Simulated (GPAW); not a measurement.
## SnSe2: optical spectrum from first principles

Wanted: where SnSe2 starts to absorb, how strongly, and its refractive index.

Program: GPAW 26.7.0. Level of theory: DFT, PBE, plane-wave PAW (GPAW data sets), scalar-relativistic, RPA, optical limit. Results are calculated unless marked as measured.

## (1) The starting structure

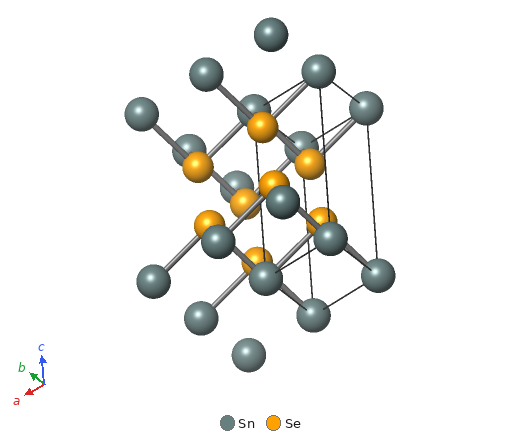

Start, viewed from a free direction; tin teal, selenium orange. 2×2×1 cells are drawn. Bonds to atoms that aren't drawn are left out. Some periodic images of atoms are drawn too.

Coordinates:

```cif
data_structure
_symmetry_space_group_name_H-M 'P-3m1'
_symmetry_Int_Tables_number 164
_cell_length_a 3.8110
_cell_length_b 3.8110
_cell_length_c 6.1360
_cell_angle_alpha 90.000
_cell_angle_beta 90.000
_cell_angle_gamma 120.000
_cell_volume 77.18
loop_
_atom_site_label
_atom_site_type_symbol
_atom_site_symmetry_multiplicity
_atom_site_Wyckoff_symbol
_atom_site_fract_x
_atom_site_fract_y
_atom_site_fract_z
_atom_site_occupancy
Sn1 Sn 1 a 0.00000 0.00000 0.00000 1
Se1 Se 2 d 0.66667 0.33333 0.75100 1
```

## (2) Ground state

First the ground state: is it a metal or has it a gap?

This step: DFT, PBE, plane-wave PAW (GPAW data sets), scalar-relativistic, ground state (GPAW 26.7.0).

Input file gs.py:

```python
from ase import Atoms
from ase.dft.bandgap import bandgap
from gpaw import GPAW, PW, FermiDirac

atoms = Atoms(['Sn', 'Se', 'Se'],
              cell=[[3.811000000000, 0.000000000000, 0.000000000000],
                    [-1.905500000000, 3.300422813800, 0.000000000000],
                    [0.000000000000, 0.000000000000, 6.136000000000]],
              scaled_positions=[[0.000000000000, 0.000000000000, 0.000000000000],
                                [0.666666666700, 0.333333333300, 0.751000000000],
                                [0.333333333300, 0.666666666700, 0.249000000000]],
              pbc=[True, True, True])
atoms.calc = GPAW(mode=PW(500), xc='PBE', kpts={'size': (9, 9, 4), 'gamma': True},
                  occupations=FermiDirac(0.05), maxiter=150, txt='gs.txt')
print('energy (eV)', atoms.get_potential_energy())
print('Fermi level (eV)', atoms.calc.get_fermi_level())
print('valence electrons', atoms.calc.get_number_of_electrons())
print('gap (eV)', bandgap(atoms.calc, output=None)[0])
print('direct gap (eV)', bandgap(atoms.calc, direct=True, output=None)[0])
atoms.calc.write('gs.gpw')
```

On the command line:

```bash
$ OMP_NUM_THREADS=1 python gs.py
```

Numbers of over 12 decimals in the logs are rounded to 6 here.

Output:

```text
__  _  _
 | _ |_)|_||  |
 |__||  | ||/\| - 26.7.0

Versions:
  Python: 3.12.14
  ASE:    3.29.0
  Numpy:  2.5.5
  Scipy:  1.18.1
  Libxc:  7.0.0

Input parameters:
  mode=PW(ecut=500.0),
  kpts=MonkhorstPack(size=(9, 9, 4), gamma=True),
  maxiter=150,
  occupations=Occupations(name='fermi-dirac', width=0.05, fixmagmom=False),
  xc=XC(name='PBE')

Diagonalizing LCAO Hamiltonian
Converting LCAO to pw mode

             Se

         Se

       Sn

Atoms  # Å, Bohr magnetons
|   | symbol |         x |        y |        z |    initial magnetic moments |
| 0 |     Sn |  0.000000 | 0.000000 | 0.000000 | ( 0.0000,  0.0000,  0.0000) |
| 1 |     Se |  1.905500 | 1.100141 | 4.608136 | ( 0.0000,  0.0000,  0.0000) |
| 2 |     Se | -0.000000 | 2.200282 | 1.527864 | ( 0.0000,  0.0000,  0.0000) |

Unit cell  # Å
| periodic |         x |        y |        z |  lengths |     angles |
|      yes |  3.811000 | 0.000000 | 0.000000 | 3.811000 |  90.000000 |
|      yes | -1.905500 | 3.300423 | 0.000000 | 3.811000 |  90.000000 |
|      yes |  0.000000 | 0.000000 | 6.136000 | 6.136000 | 120.000000 |

Number of symmetries: 12
Symmetry operations  # r_c * U_cc + t_c -> r_c
|    | kind |            matrix            |
|  0 |  σ   |  1, 1, 0,  0,-1, 0,  0, 0, 1 |
|  1 |  S6  |  1, 1, 0, -1, 0, 0,  0, 0,-1 |
|  2 |  E   |  1, 0, 0,  0, 1, 0,  0, 0, 1 |
|  3 |  C2  |  1, 0, 0, -1,-1, 0,  0, 0,-1 |
|  4 |  C2  |  0, 1, 0,  1, 0, 0,  0, 0,-1 |
|  5 |  C3  |  0, 1, 0, -1,-1, 0,  0, 0, 1 |
|  6 |  S6  |  0,-1, 0,  1, 1, 0,  0, 0,-1 |
|  7 |  σ   |  0,-1, 0, -1, 0, 0,  0, 0, 1 |
|  8 |  σ   | -1, 0, 0,  1, 1, 0,  0, 0, 1 |
|  9 |  i   | -1, 0, 0,  0,-1, 0,  0, 0,-1 |
| 10 |  C3  | -1,-1, 0,  1, 0, 0,  0, 0, 1 |
| 11 |  C2  | -1,-1, 0,  0, 1, 0,  0, 0,-1 |

BZ-sampling:
  Number of BZ points: 324
  Number of IBZ points: 43

  Monkhorst-Pack size: [9, 9, 4]
  Monkhorst-Pack shift: [0.0, 0.0, 0.125]

K-points  # in reciprocal-cell coordinates
|     |                                coordinates |     weight |
|   0 | (  0.00000000,   0.00000000,   0.00000000) | 0.00308642 |
|   1 | (  0.00000000,   0.00000000,   0.25000000) | 0.00617284 |
|   2 | (  0.00000000,   0.00000000,   0.50000000) | 0.00308642 |
|   3 | (  0.11111111,   0.00000000,  -0.25000000) | 0.01851852 |
|   4 | (  0.11111111,   0.00000000,   0.00000000) | 0.01851852 |
|   5 | (  0.11111111,   0.00000000,   0.25000000) | 0.01851852 |
|   6 | (  0.11111111,   0.00000000,   0.50000000) | 0.01851852 |
|   7 | (  0.22222222,  -0.11111111,   0.00000000) | 0.01851852 |
|   8 | (  0.22222222,  -0.11111111,   0.25000000) | 0.03703704 |
|   9 | (  0.22222222,  -0.11111111,   0.50000000) | 0.01851852 |
| ... |                                            |            |
|  42 | (  0.44444444,   0.44444444,   0.50000000) | 0.01851852 |

Plane wave coefficients: 1980
Cutoff: 500.0 eV

Spin-components: 1 (collinear spins)
Bands:           17
Projectors:      16
Spin-degeneracy: 2
Datatype:        complex128

Parallelization:
  kpt:    1
  domain: 1
  band:   1

Density:
  Valence electrons: 26.0
  Components: 1
  Grid points: [20 20 32]
  Charge: 0.0  # |e|

Potential:
  Grid points: [20 20 32]

species:
  Sn:
    name:    Tin
    id:
    Z:       50.0
    valence: 14
    core:    36
    charge:  0.0  # [|e|]
    compensation charges:
      type: gauss
      rc: 0.38  # [Å]
      lmax: 2
    cutoffs:
      filter: 2.23  # [Å]
      core: 2.35  # [Å]
    projectors
    | kind |    occ | energy [eV] | rcut [Å] |
    |   5s |  2.000 |     -10.538 |    1.201 |
    |   5p |  2.000 |      -3.696 |    1.270 |
    |   4d | 10.000 |     -25.845 |    1.185 |
    |    s |        |      16.674 |    1.201 |
    |    p |        |      23.515 |    1.270 |
    |    d |        |       1.367 |    1.185 |

    Using partial waves for Sn as LCAO basis

  Se:
    name:    Selenium
    id:
    Z:       34.0
    valence: 6
    core:    28
    charge:  0.0  # [|e|]
    compensation charges:
      type: gauss
      rc: 0.27  # [Å]
      lmax: 2
    cutoffs:
      filter: 1.77  # [Å]
      core: 2.67  # [Å]
    projectors
    | kind |    occ | energy [eV] | rcut [Å] |
    |   4s |  2.000 |     -17.277 |    0.847 |
    |   4p |  4.000 |      -6.512 |    1.005 |
    |    s |        |       9.935 |    0.847 |
    |    p |        |      20.699 |    1.005 |
    |    d |        |       0.000 |    0.847 |

    Using partial waves for Se as LCAO basis

Reference energy: -300217.757568  # eV

eigensolver:
  PPCG
  Converge bands: occupied
  niter=2

density mixing:
  MSR1-Mixer
  Pratt-step length: 0.05
  Maximum mixing coefficient: 0.75
  Old densities: 10
  SVD Regularization: 0.005
  Good broyden scale: 1.0
  Trust region scale: 1.0
  Backstep threshold: 4.0
  History deletion threshold: 6.0
  Fourier metric: weight=20.0, sigma=0.015

occupation numbers:
  Fermi-Dirac:
    width: 0.0500  # eV

poisson solver:
  ecut: 4000.0  # eV

xc functional:
  name: PBE with 2 nearest neighbor stencil

convergence criteria:
- Maximum [total energy] change in last 3 cyles: 0.0005 eV / valence electron
- Maximum integral of absolute [dens]ity change: 0.0001 electrons / valence electron
- Maximum integral of absolute [eigenst]ate change: 4e-08 eV^2 / valence electron
maximum number of iterations: 150

SCF iterations
|iter     |      energy | eigst |  dens |
|iter:   1||  -12.183644 | +0.12 |       |
|iter:   2||  -12.135008 | -2.00 | -1.22 |
|iter:   3||  -11.961110 | -1.86 | -1.26 |
|iter:   4||  -11.955144 | -2.42 | -1.73 |
|iter:   5||  -11.955601c| -3.84 | -2.29 |
|iter:   6||  -11.955508c| -4.22 | -2.61 |
|iter:   7||  -11.955529c| -5.60 | -3.35 |
|iter:   8||  -11.955531c| -6.57 | -3.93 |
|iter:   9||  -11.955531c| -7.73c| -4.68c|

Converged in 9 steps
SCF loop duration: 16.580 s (1.842 s/step)
Energy contributions relative to reference atoms: (reference = -300217.757568)

Energy contributions:
  Kinetic:          30.622703
  Coulomb:         -27.472755
  Zero:             -0.120836
  External:          0.000000
  Xc:              -14.984632
  Entropy:          -0.000022
  Spinorbit:         0.000000
  ----------------------------
  Free energy:     -11.955543
  Extrapolated:    -11.955531

dipole moment: (-6.350448, -10.999298, -20.449409)  # |e|*Ang

Fermi level: 5.563
Eigenvalues  # (at kpt = [0.000, 0.000, 0.000])
| band index |      eig [eV] | occ [0-2] |
|          0 |       -16.126 |     2.000 |
|        ... |               |           |
|          5 |        -8.853 |     2.000 |
|          6 |        -7.077 |     2.000 |
|          7 |        -0.907 |     2.000 |
|          8 |         4.431 |     2.000 |
|          9 |         4.431 |     2.000 |
|         10 |         4.743 |     2.000 |
|         11 |         4.743 |     2.000 |
|         12 |         5.133 |     2.000 |
|         13 |         6.239 |     0.000 |
|         14 |         8.082 |     0.000 |
|         15 |         9.777 |     0.000 |
|         16 |         9.777 |     0.000 |

Gap: 0.783 eV
Transition (v -> c):
  (s=0, k=7, n=12, [0.22, -0.11, 0.00]) -> (s=0, k=32, n=13, [0.44, 0.00, -0.25])
Direct/indirect transitions are different
Direct gap: 1.106 eV
Transition at: (s=0, k=0, n=12, [0.00, 0.00, 0.00])

--- standard output ---
energy (eV) -11.955531
Fermi level (eV) 5.563233
valence electrons 26.0
gap (eV) 0.782537
direct gap (eV) 1.105973
```

The job ended after 19 s (1 thread of Arm Neoverse V1, shared host; peak memory 0.18 GiB).

This step gave:

```
energy                 : -11.96 eV
Fermi energy           : 5.563 eV
gap on the k-mesh      : 0.7825 eV
direct gap on the mesh : 1.106 eV
electrons              : 26
```

There is a gap, 0.78 eV on this mesh (points off the mesh can give less), so no carriers' term is needed.

## (3) Bands for the response

At the fixed density, many empty bands are solved on the mesh of the response, since the spectrum sums over them.

This step: DFT, PBE, plane-wave PAW (GPAW data sets), scalar-relativistic, bands at fixed density (GPAW 26.7.0).

Input file nscf.py:

```python
from ase.dft.bandgap import bandgap
from gpaw import GPAW, FermiDirac

calc = GPAW('gs.gpw').fixed_density(kpts={'size': (9, 9, 5), 'gamma': True}, nbands=55, convergence={'bands': 49},
                                    occupations=FermiDirac(0.001), txt='nscf.txt')
print('gap (eV)', bandgap(calc, output=None)[0])
print('direct gap (eV)', bandgap(calc, direct=True, output=None)[0])
print('top band over the Fermi level (eV)', min(calc.get_eigenvalues(kpt=k)[48] for k in range(len(calc.get_ibz_k_points()))) - calc.get_fermi_level())
calc.write('full.gpw', mode='all')
```

On the command line:

```bash
$ OMP_NUM_THREADS=1 python nscf.py
```

Output:

```text
Diagonalizing LCAO Hamiltonian
Converting LCAO to pw mode
convergence criteria:
- Maximum integral of absolute [eigenst]ate change: 4e-08 eV^2 / valence electron
maximum number of iterations: 150

SCF iterations
|iter     |      energy | eigst |  dens |
|iter:   1||             | +3.64 |       |
|iter:   2||             | +2.32 |       |
|iter:   3||             | +1.35 |       |
|iter:   4||             | +0.17 |       |
|iter:   5||             | -0.82 |       |
|iter:   6||             | -1.76 |       |
|iter:   7||             | -2.52 |       |
|iter:   8||             | -3.41 |       |
|iter:   9||             | -4.13 |       |
|iter:  10||             | -4.95 |       |
|iter:  11||             | -5.64 |       |
|iter:  12||             | -6.42 |       |
|iter:  13||             | -6.96 |       |
|iter:  14||             | -7.51c|       |
SCF steps: 14
  __  _  _
 | _ |_)|_||  |
 |__||  | ||/\| - 26.7.0

Versions:
  Python: 3.12.14
  ASE:    3.29.0
  Numpy:  2.5.5
  Scipy:  1.18.1
  Libxc:  7.0.0

Input parameters:
  mode=PW(ecut=500.0),
  convergence={'bands': 49},
  gpts=array([20, 20, 32]),
  kpts=MonkhorstPack(size=(9, 9, 5), gamma=True),
  maxiter=150,
  nbands=55,
  occupations=Occupations(name='fermi-dirac', width=0.001, fixmagmom=False),
  parallel={},
  xc=XC(name='PBE')

--- standard output ---
gap (eV) 0.771651
direct gap (eV) 1.105973
top band over the Fermi level (eV) 27.868105
```

Elapsed: 99 s, on 1 thread; peak memory 0.26 GiB.

This step gave:

- gap on the k-mesh: 0.7717 eV

## (4) Dielectric function, RPA

Transitions between filled and empty bands, summed over the zone, give the optical response, so mesh, band count and broadening shape it.

The induced potential is part of this response.

This step: DFT, PBE, plane-wave PAW (GPAW data sets), scalar-relativistic, RPA, optical limit (GPAW 26.7.0).

Input file df.py:

```python
from gpaw.response.df import DielectricFunction

df = DielectricFunction('full.gpw', frequencies={'type': 'nonlinear', 'domega0': 0.03, 'omega2': 8},
                        ecut=50,
                        eta=0.15,
                        nbands=49,
                        txt='df.txt')
for direction in ['x', 'z']:
    df.get_dielectric_function(xc='RPA', direction=direction, filename=f'df_{direction}.csv')
```

On the command line:

```bash
$ OMP_NUM_THREADS=1 python df.py
```

Output:

```text
Using integrator: PointIntegrator
NonLinearFrequencyDescriptor(from 0.000 to 53.918 eV, 475 points)
Nonperiodic BCs:  [False False False]
Using integrator: PointIntegrator
NonLinearFrequencyDescriptor(from 0.000 to 53.918 eV, 475 points)
Nonperiodic BCs:  [False False False]

Calculating chi0 body with:
    Ground state adapter containing:
    Number of spins: 1
    Number of kpoints: 405
    Number of irreducible kpoints: 50
    Number of completely occupied states: 13
    Number of partially occupied states: 13

    Linear response parametrization:
    q_c: [0.0, 0.0, 0.0]
    Number of frequency points: 475
    Planewave cutoff: 50.0
    Number of bands: 49
    Number of planewaves: 67
    Broadening (eta): 0.15

Integrating chi0 body.

Symmetries of q_c:
    Direct symmetries (Uq -> q): 12
    Indirect symmetries (TUq -> q): 0
In total 12 allowed symmetries.

50 groups of equivalent kpoints. 87.654321% reduction.

Integral kind: spectral function

Calculating chi0 optical extensions with:
    Ground state adapter containing:
    Number of spins: 1
    Number of kpoints: 405
    Number of irreducible kpoints: 50
    Number of completely occupied states: 13
    Number of partially occupied states: 13

    Linear response parametrization:
    Number of frequency points: 475
    Planewave cutoff: 50.0
    Number of bands: 49
    Number of planewaves: 67
    Broadening (eta): 0.15
Integrating chi0 head and wings.

Symmetries of q_c:
    Direct symmetries (Uq -> q): 12
    Indirect symmetries (TUq -> q): 0
In total 12 allowed symmetries.

50 groups of equivalent kpoints. 87.654321% reduction.

Integral kind: spectral function wings
```

Elapsed: 19 s, on 1 thread; peak memory 0.33 GiB.

Read-outs, printed or worked out from the files:

- electronic dielectric constant ε∞, mean over x, y and z (by symmetry where fewer were run): 9.888

The Im ε has structure finer than the step of the table below, so its rows give means over 1 eV, whole bins alone (the curve runs from 0 to 14.0 eV). Peaks (eV: height): E ∥ x 3.9: 14.1, 4.7: 13.1; E ∥ z 1.9: 9.32, 5.1: 6.43, 7.1: 5.24, 9.1: 6.33.

Sum at mesh points, not converged in k; values under the direct gap are tails of Lorentzian lines. Im ε against photon energy; means over each step:

```csv
photon energy (eV),E ∥ x,E ∥ z
1,0.934,1.39
2,4.81,6.81
3,7.97,2.59
4,12.7,2.11
5,12.1,4.95
6,8.43,5.32
7,4.55,4.46
8,3.07,3.54
9,3.03,5.36
10,2.21,4.86
11,1.55,3.80
12,1.09,2.32
13,0.918,1.32
```

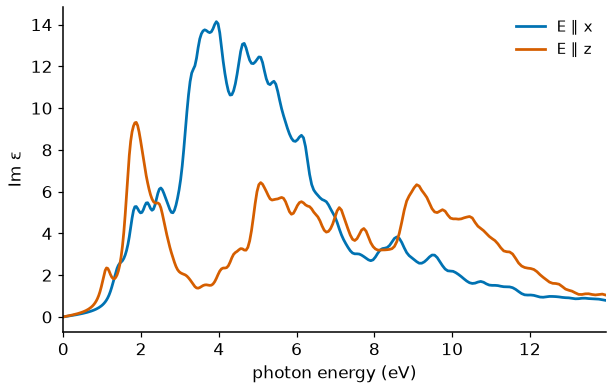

Im ε, plotted against photon energy.

The reflectivity at normal incidence has structure finer than the step of the table below, so its rows give means over 1 eV, whole bins alone (the curve runs from 0 to 14.0 eV). Peaks (eV: height): E ∥ x 4.0: 43.2, 6.3: 52.4, 7.1: 52.1, 8.8: 41.6, 10.3: 44.5, 11.8: 43.9; E ∥ z 1.8: 35.2, 5.0: 28.4, 7.2: 26.3, 12.9: 46.8.

Sum at mesh points, not converged in k. Table of reflectivity at normal incidence by photon energy; means over each step:

```csv
photon energy (eV),E ∥ x (%),E ∥ z (%)
1,30.6,26.4
2,33.0,30.7
3,36.3,15.1
4,40.9,18.0
5,43.9,25.2
6,48.4,25.2
7,49.8,23.1
8,36.4,18.9
9,38.2,27.0
10,42.6,31.6
11,39.5,38.5
12,40.0,43.4
13,32.4,44.6
```

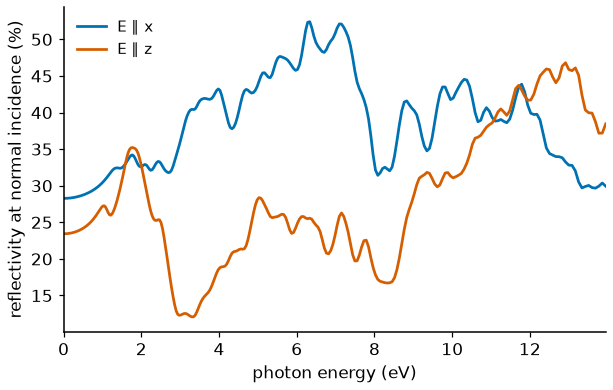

Reflectivity at normal incidence against photon energy.

The loss function −Im 1/ε at q → 0 has structure finer than the step of the table below, so its rows give means over 1 eV, whole bins alone (the curve runs from 0 to 14.0 eV). Peaks (eV: height): E ∥ z 2.8: 0.215, 8.0: 0.253.

Sum at mesh points, not converged in k; values under the direct gap are tails of Lorentzian lines. The loss function −Im 1/ε at q → 0 by energy loss; means over each step:

```csv
energy loss (eV),E ∥ x,E ∥ z
1,0.00583,0.0142
2,0.0282,0.0878
3,0.0349,0.152
4,0.0656,0.0605
5,0.0809,0.0872
6,0.106,0.146
7,0.153,0.193
8,0.275,0.220
9,0.270,0.154
10,0.301,0.205
11,0.428,0.227
12,0.574,0.283
13,0.842,0.417
```

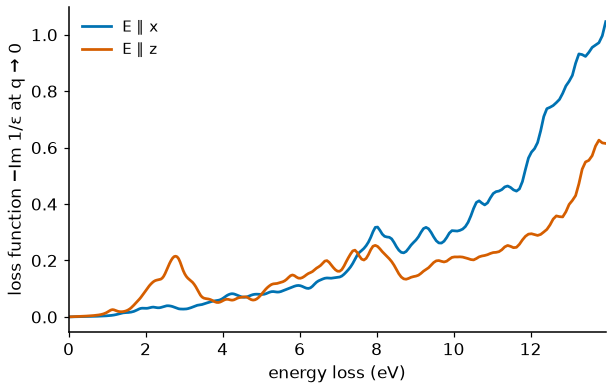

Loss function −Im 1/ε at q → 0 against energy loss.

Sum at mesh points, not converged in k; values under the direct gap are tails of Lorentzian lines. Im ε, E ∥ x against photon energy; read off at these points:

```csv
photon energy (eV),without local fields,with local fields
0.00,0,0
0.50,0.182,0.167
1.00,0.600,0.562
1.50,2.75,2.65
2.00,5.38,4.99
2.50,7.00,6.16
3.00,7.79,6.36
3.50,16.4,13.2
3.94,16.1,14.1
4.00,15.6,13.8
4.50,15.0,12.0
4.61,15.7,13.1
5.00,14.6,12.4
5.50,12.3,10.9
6.00,8.71,8.45
6.50,5.54,5.92
7.00,4.28,4.73
7.50,3.18,3.02
8.00,3.65,2.81
8.50,5.01,3.72
9.00,3.26,2.78
9.50,3.33,2.96
10.00,2.28,2.19
10.50,1.72,1.61
11.00,1.61,1.52
11.50,1.45,1.43
12.00,1.10,1.05
12.50,1.11,0.980
13.00,1.04,0.913
13.50,0.971,0.880
```

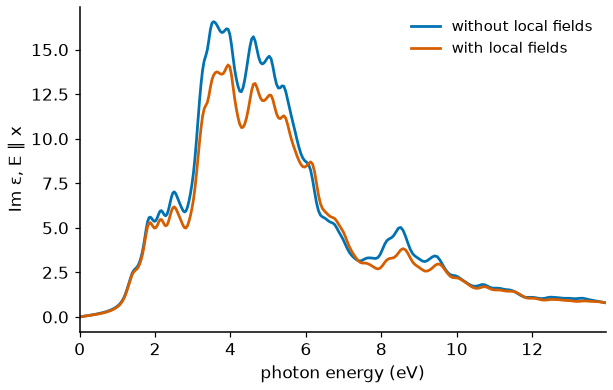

Im ε, E ∥ x, plotted against photon energy.

Optical constants at common wavelengths, from n + ik = √ε:

```csv
wavelength (nm),n x,k x,R (%) x,1/α x,n z,k z,R (%) z,1/α z
1550,3.38,0.050,29.5,2.5 µm,3.05,0.103,25.7,1.2 µm
633,3.50,0.719,32.6,70 nm,2.78,1.575,33.7,32 nm
532,3.49,0.749,32.6,57 nm,2.22,1.238,25.4,34 nm
450,3.43,0.743,32.0,48 nm,1.74,0.931,16.9,38 nm
365,3.79,1.601,40.6,18 nm,2.00,0.357,12.4,81 nm
248,2.63,2.353,43.8,8.4 nm,2.76,1.111,28.2,18 nm
193,1.33,2.319,50.8,6.6 nm,1.93,1.314,25.1,12 nm
```

Below the direct gap, k and the depth come from the tails of the Lorentzian lines, not from transitions.

Rows near the edge hang on the gap, which this functional as a rule makes too small, and phonon-assisted absorption is left out.

## (5) What came out

```
electronic dielectric constant ε∞, mean over x, y and z (by symmetry where fewer were run) (RPA) : 9.89
```

What this shows: At this level (PBE, RPA) SnSe2 has a mean ε∞ = 9.89 and n = 3.38 at 1550 nm (E ∥ x). On the mesh the gap is 0.77 eV and the least direct gap 1.11 eV, so on this mesh the band edges lie at different points. Local fields change the static value along x from 11.91 to 10.70 (-10 %). The static values by axis are 10.70 (x), 8.27 (z). Excitons and phonon-assisted transitions are missing; PBE gaps are as a rule too small, which pulls the onset down and ε∞ up. Spin-orbit coupling is left out although heavy atoms are present. The sum runs over mesh points 0.21 Å⁻¹ apart with no interpolation, so peaks are partly noise of the mesh; over so small a direct gap single mesh points weigh heavily, so ε∞, n and their changes from run to run can be far off.

[Machine, clock and banner lines and Python warnings are left out of the logs.]

[Logs are printed without paths, hosts, clocks, repeated set-up lines and the standing remarks that a program may print on its own settings, such as how far it seeks lower states.]

[Hosts, paths, dates, database ids (printed as entryN), source tags and the programs' standing remarks are cut or masked in the printed files.]
